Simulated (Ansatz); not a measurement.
**What Ta on a O site (antisite) does to LiTaO3**

Consider a 20-atom supercell of LiTaO3 (space group R3c, No. 161; a = 5.139 Å, c = 13.765 Å (hexagonal axes)) at its relaxed geometry.

Now apply this change: one O atom is replaced by Ta, atoms relaxed at fixed cell, starting from a slightly rattled geometry.

All numbers come from PBEsol (Ansatz, a quantum-chemistry and plane-wave program; PAW; 420 eV plane waves; without spin-orbit coupling), earlier PAW set. k-mesh 5×4×5 (Γ-centred); smearing 0.01 eV (Fermi–Dirac).

| quantity | base | changed | shift |
|---|---|---|---|
| gap of the supercell | 3.80 eV | zero | – |
| total moment of the cell | – | 0.0 μB | – |
| largest displacement of a host atom from its site in the perfect cell | – | 0.64 Å | – |
| shift of the substituted atom off its lattice site | – | 2.07 Å | – |

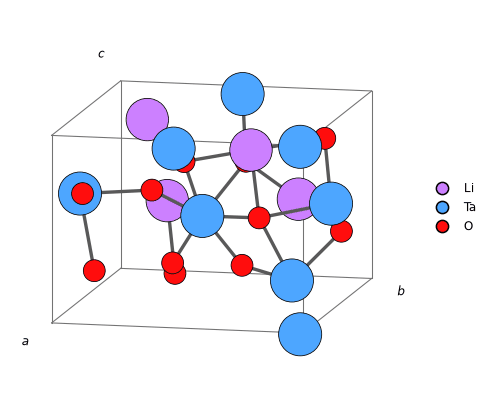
Figure. The relaxed cell after the change

The magnetic state is the one reached from the starting moments; the real material's order can differ, and small cells can't hold many antiferromagnetic ones. The cell is small, so the values are those of an ordered compound at a high defect concentration; dilute-limit values will differ. The mesh was chosen for an insulator and is coarse for the gapless case. With Ta present, leaving out spin-orbit coupling can change the band edges. Seeded moments were not kept for Ta on a O site (antisite). No Hubbard U is applied, and correlation can decide whether such a compound is a metal. The defect cell is spin-polarised and ends with 0.0 μB.
